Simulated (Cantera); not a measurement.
Feed: 1 mol Pb, a varied amount of H2S, 80 mol N2, held at 1500 K and 10.0 mbar.

These are equilibrium values from Cantera (NASA tables, ideal gas, pure condensed phases), not measurements of a reactor. Candidate condensed phases: Pb, PbS, S; 18 gas species. The numbers say what is thermodynamically allowed, not how fast it happens.

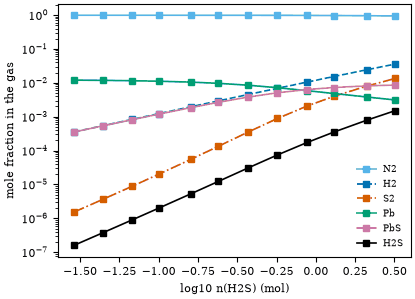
Fig. 1. Equilibrium gas composition (values under 1e-9 drawn at 1e-9)

From 0.029 mol H2S to 3.2 mol H2S nothing is condensed. The main Pb-bearing gas is Pb at 0.029 mol H2S and PbS at 3.2 mol H2S.
